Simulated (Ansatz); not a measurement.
The compound is La₂O₃ (space group P-3m1, No. 164), taken as coordinates from a relaxation with Ansatz 0.2.0, DFT PBE, scalar-relativistic, plane waves, PAW.

Space group P-3m1 (No. 164). a = 3.940 Å, b = 3.940 Å, c = 6.188 Å, α = 90.00°, β = 90.00°, γ = 120.00°
```tsv
atom	site	symmetry	x	y	z
La	2d	3m.	0.6667	0.3333	0.7526
O	2d	3m.	0.6667	0.3333	0.3547
O	1a	-3m.	0.0000	0.0000	0.0000
```

Describe the stacking along c, with columns A (0, 0), B (1/3, 2/3), C (2/3, 1/3) of the hexagonal mesh.

O(A) – La(B) – O(C) – O(B) – La(C) (five layers in 6.19 Å).

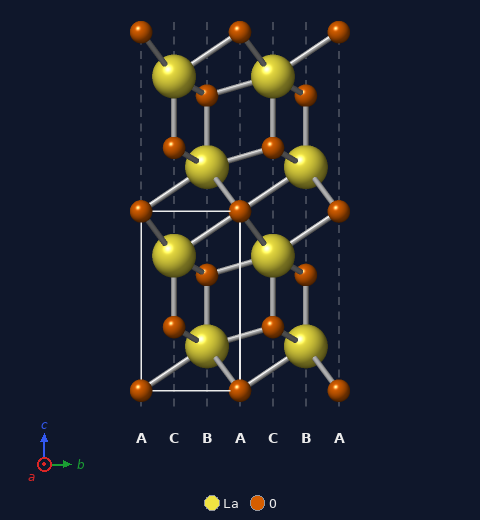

Projection along an edge of the hexagonal mesh, stacking direction c upwards. The dashed lines mark the three columns A (0, 0), B (1/3, 2/3) and C (2/3, 1/3). The sequence starts with the first layer at or above the cell's origin.
